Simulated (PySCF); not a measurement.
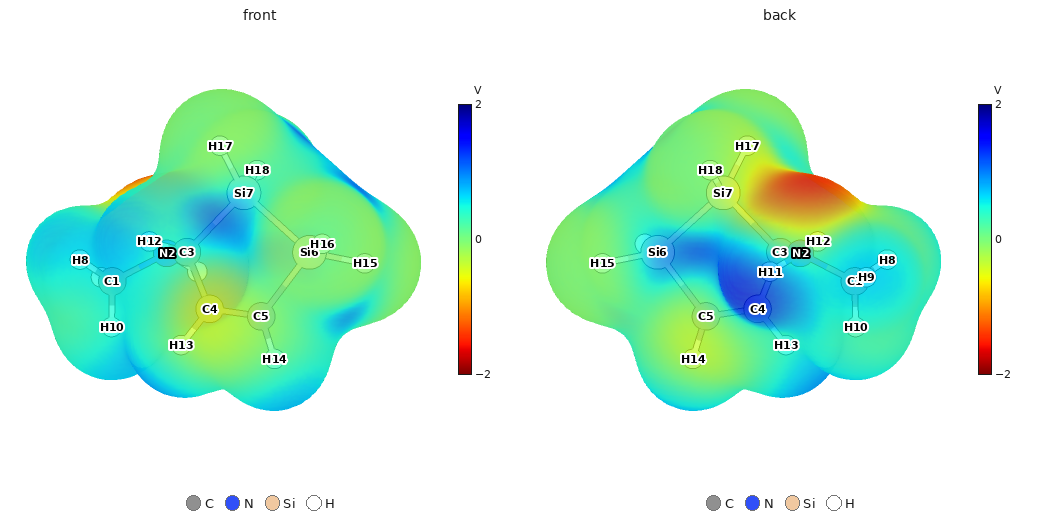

Figure. C4H11NSi2 (SMILES CN[C@H]1C=C[SiH2][SiH2]1). The molecular electrostatic potential painted on the density surface at 0.002 e/bohr³, seen from the front and from behind; red is negative and blue positive.

Geometry: GFN2-xTB.

Computed with CAM-B3LYP/def2-SVPD, SCF density, gas phase in PySCF.

```yaml
atoms:
  - { symbol: C, position_ang: [2.7138, -0.1724, -0.1939] }
  - { symbol: N, position_ang: [1.4571, -0.6418, 0.3508] }
  - { symbol: C, position_ang: [0.3606, 0.3238, 0.3401] }
  - { symbol: C, position_ang: [-0.2349, 0.5209, -1.0275] }
  - { symbol: C, position_ang: [-1.5283, 0.3886, -1.3034] }
  - { symbol: Si, position_ang: [-2.7208, -0.0448, 0.0932] }
  - { symbol: Si, position_ang: [-0.9896, -0.2263, 1.6090] }
  - { symbol: H, position_ang: [3.0346, 0.6994, 0.3778] }
  - { symbol: H, position_ang: [3.4603, -0.9573, -0.0746] }
  - { symbol: H, position_ang: [2.6763, 0.1080, -1.2567] }
  - { symbol: H, position_ang: [1.1621, -1.4843, -0.1334] }
  - { symbol: H, position_ang: [0.7949, 1.2788, 0.6620] }
  - { symbol: H, position_ang: [0.4783, 0.7537, -1.8138] }
  - { symbol: H, position_ang: [-1.8675, 0.5313, -2.3211] }
  - { symbol: H, position_ang: [-3.4906, -1.2437, -0.2722] }
  - { symbol: H, position_ang: [-3.7020, 1.0355, 0.2650] }
  - { symbol: H, position_ang: [-0.9791, 0.6917, 2.7542] }
  - { symbol: H, position_ang: [-0.6340, -1.5547, 2.1130] }
```

**Where is the surface potential most negative and most positive?**

The most negative region (about −1.5 V) lies over N2, the most positive (about +1.3 V) over H11. N2 is the likeliest acceptor of a hydrogen bond.

**How polar is the molecule by this calculation?**

Its dipole moment is 1.27 D.
